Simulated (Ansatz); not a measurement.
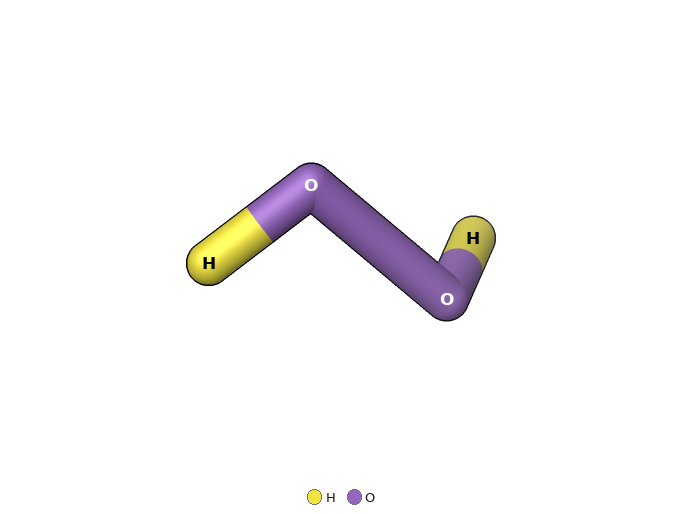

Rendered structure (stick style). Every bond is drawn as one stick, whatever its order.

Description:

The molecule is H₂O₂. This geometry has C2 symmetry. Coordination: 2 O bent.

More results for the same structure follow; atom numbers are the same in all pictures, views and colours differ. The geometry was computed by an optimisation with PBE0-D4/def2-TZVP.

**Vibrations**

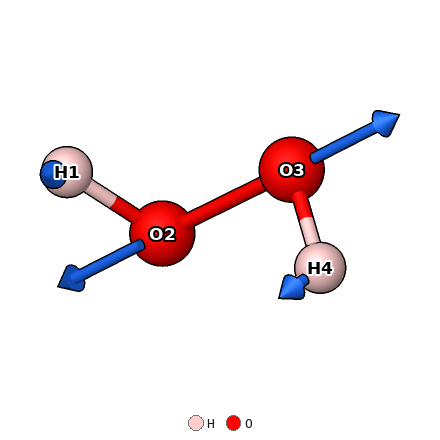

The arrows show one normal mode. Harmonic vibrations computed with RKS PBE0-D4/def2-TZVP (Ansatz 0.2.0) at a stationary point of the same level.

> Describe the motion.

Mostly O–O stretching.

> At what wavenumber does it lie?

1008 cm⁻¹; it is mode 2 of 6 counted from the lowest.

**Charges**

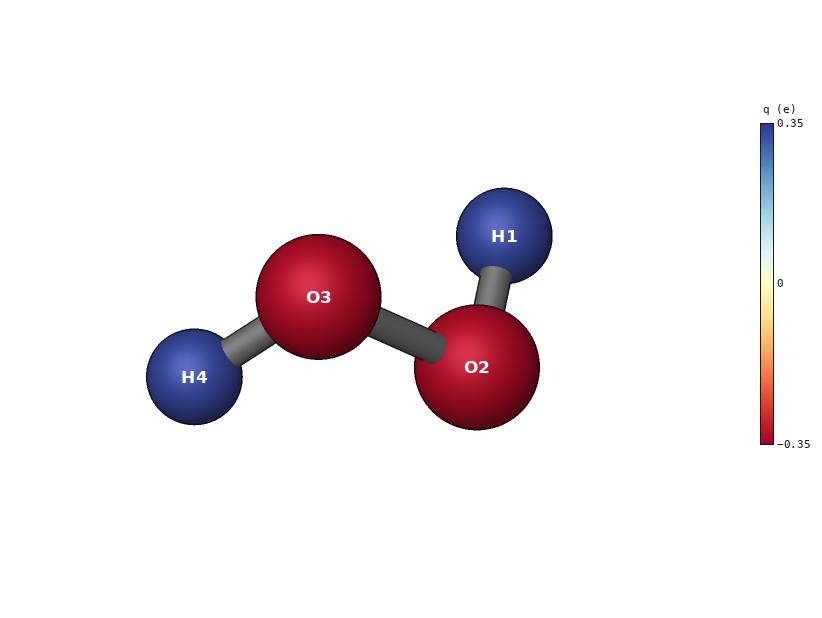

Atoms are coloured by their Mulliken charges. Properties computed with RKS PBE0-D4/def2-TZVP (Ansatz 0.2.0).

List the Mulliken charges.

| atom | value (e) |
| --- | --- |
| H1 | 0.33 |
| O2 | −0.33 |
| O3 | −0.33 |
| H4 | 0.33 |

**Thermal motion**

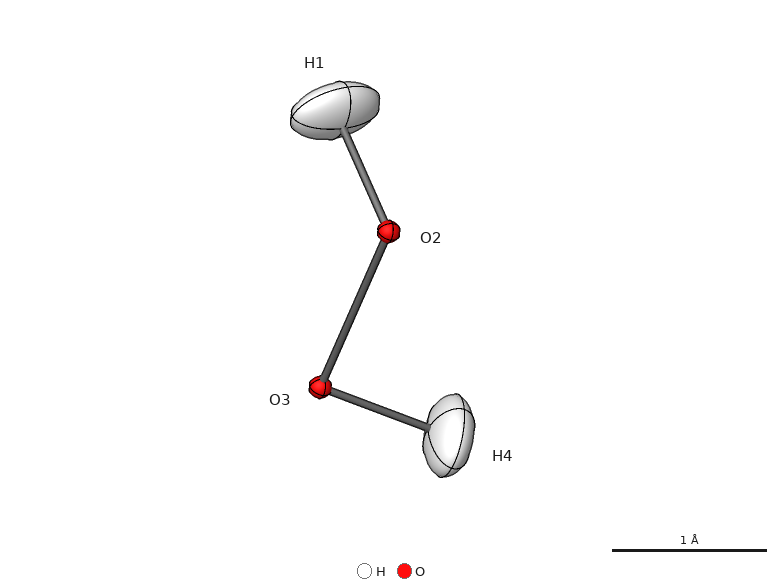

Displacement ellipsoids at the 50 % level, enlarged 1.5 times, from the internal vibrations of the free molecule (harmonic, no overall translation or rotation; no half-axis is drawn under 0.075 Å). Vibrations computed with RKS PBE0-D4/def2-TZVP (Ansatz 0.2.0). Temperature: 0 K (zero-point motion alone).

> Which atom moves most?

H1, H4, with U_eq = 0.0116 Å².

> Does H1 move more along its bond or across it?

Across it: the root-mean-square amplitude is 0.065 Å along the bond and up to 0.141 Å across, since bending and torsion are softer than stretching.

Give the displacement parameters, one line for each set of equivalent atoms.

```tsv
atom	U_eq (Å²)	rms amplitudes (Å)
H1, H4	0.0116	0.064, 0.104, 0.141
O2, O3	0.00023	0.007, 0.011, 0.023
```

Mulliken values depend strongly on the basis set and can even reverse the polarity of a bond.
